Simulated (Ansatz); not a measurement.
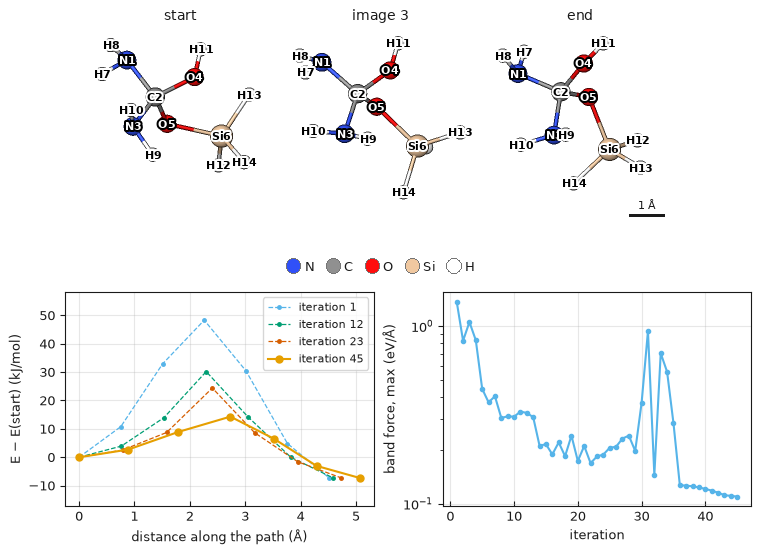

NEB run on CH8N2O2Si. Images are numbered from 0 (start) to 6 (end). The plot follows the band through its iterations. The picture is a ball-and-stick view, seen from a free direction.

Method: Ansatz 0.2.0, RKS PBE0-D4/def2-mTZVP. Settings: 5 movable images; climbing image; force threshold 0.05 eV/Å; iteration limit 45; optimiser FIRE; largest step 0.5 Å; starting path by image-dependent pair potential.

Question: Judge this run.

Answer: The result isn't final. The band hadn't converged when the run stopped after 45 iterations. The largest component of the band force went from 1.4 to 0.11 eV/Å. The barrier read from it is provisional, though the highest image hardly moved in the last two iterations. The step length is far from the usual. The first iteration put the highest image at 48.3 kJ/mol. The energy climbs by 14.3 kJ/mol to image 3 and then falls by 21.6 kJ/mol, so the end point sits at −7.3 kJ/mol.
